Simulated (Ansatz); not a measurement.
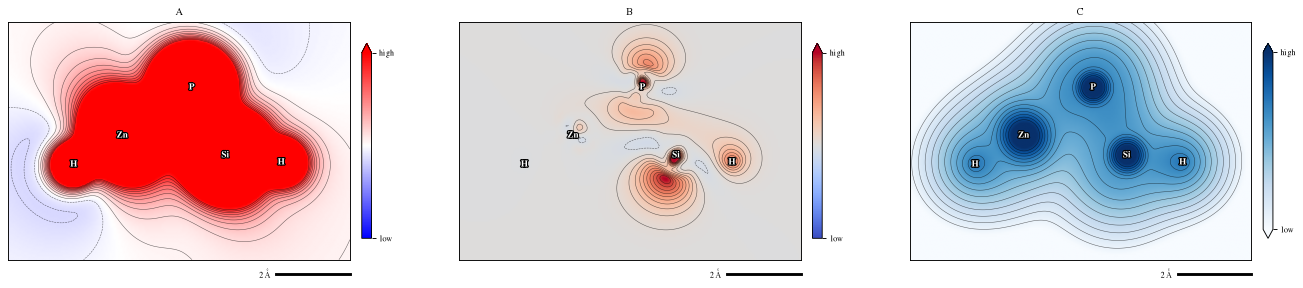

H₂PSiZn (SMILES [SiH]=[P][ZnH]) (doublet): 3 fields on the molecular plane, with unlabelled colour scales.

Geometry: PBE0-D3(BJ)/def2-SVP.

Method: Ansatz 0.2.0, isolated molecule in a Gaussian basis; Kohn-Sham density functional theory, functional PBE0.

> Match the panels to the quantities (electron density, electrostatic potential and spin density).

Panel A: electrostatic potential (strongly positive close to the atoms and fading to about zero outside). Panel B: spin density (confined to the atoms that carry the unpaired spin). Panel C: electron density. From the grid: Si–P (2.06 Å): ρ is about 0.84 e/Å³ halfway. Zn–P (2.29 Å): the density is about 0.54 e/Å³ at the midpoint.
